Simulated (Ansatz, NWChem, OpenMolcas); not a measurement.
**Strength of the N–N bond: N2H4 → 2 NH2**

Species: N2H4 (hydrazine) `NN`, singlet; NH2 `[NH2]`, doublet. 

Shapes, held fixed at every level: PBE0-D4/def2-TZVP. Flexible molecules stand in one conformer, not always the lowest. Programs: Ansatz 0.2.0, NWChem 7.3.0, OpenMolcas 26.06. Electronic energies: no zero-point or thermal term.

```csv
level,kind,ΔE (kJ/mol)
HF/STO-3G,Hartree–Fock,+180.8
HF/3-21G,Hartree–Fock,+151.3
HF/def2-SVP,Hartree–Fock,+153.4
B3LYP/6-31G* (spherical functions),global hybrid,+294.2
PBE0/def2-SVP,global hybrid,+318.4
```

PBE0/def2-SVP gives ΔE = +318.4 kJ/mol; the levels span +151.3 to +318.4. The median of the levels is +180.8. Hartree–Fock misses the correlation of the pair that is broken and comes out low. No measured value is set beside it here. Open shells run unrestricted. PBE0/def2-SVP lies outside the range of all other levels here, so it shouldn't be taken on trust. Rows in sets without polarisation functions are far from converged.

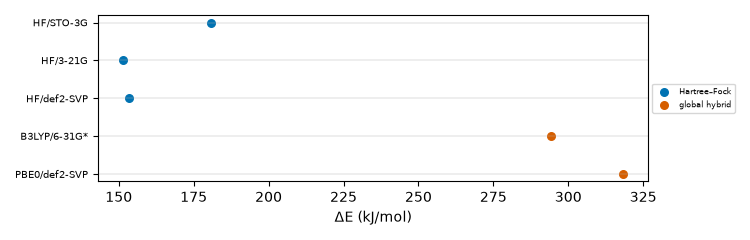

The values of the table, level by level.
